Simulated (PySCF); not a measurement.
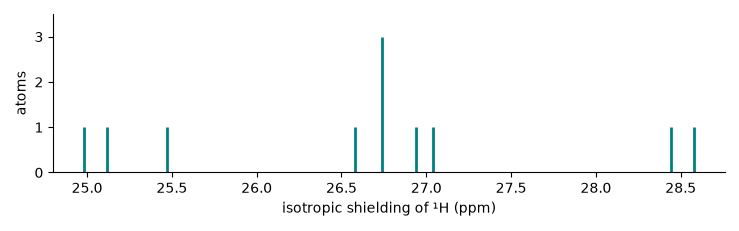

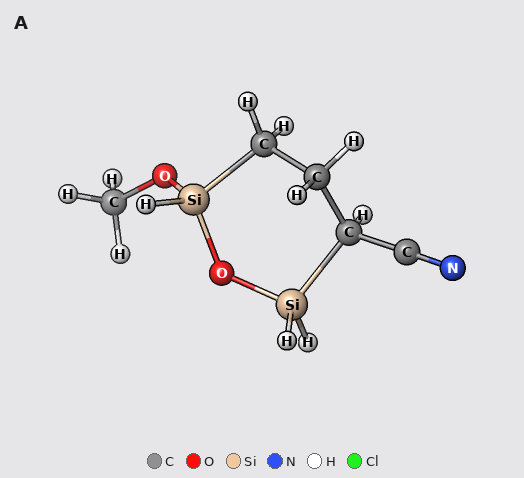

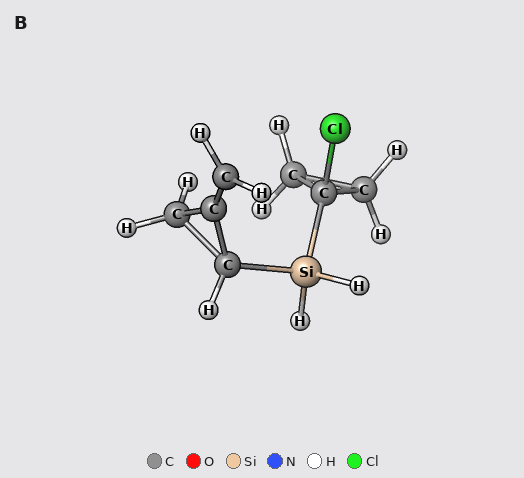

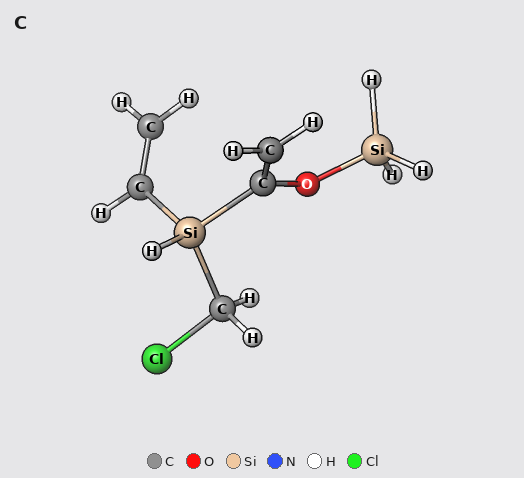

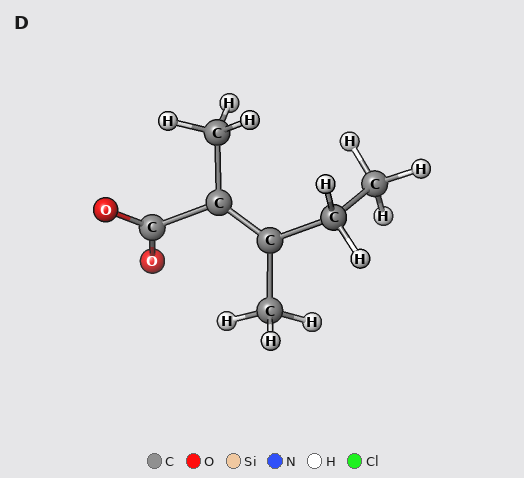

The sticks are computed shieldings of one of the molecules, for one fixed geometry (GFN2-xTB) without averaging over rotations. Low shielding means a high chemical shift. Method: GIAO PBE0/pcSseg-1 NMR shielding, non-relativistic, gas phase (PySCF 2.14.0).

Which molecule gives this pattern?

Answer. C, `C=C[Si@@H](CCl)C(=C)O[SiH3]`. Its 11 H atoms give lines at 24.98, 25.12, 25.47, 26.58, 26.74 (3 atoms), 26.94, 27.04, 28.44, 28.58 ppm.

The geometry is semi-empirical. Around Si such bond lengths and angles can be off by a tenth of an ångström or more and by several degrees, and values that hang on the shape move with them.
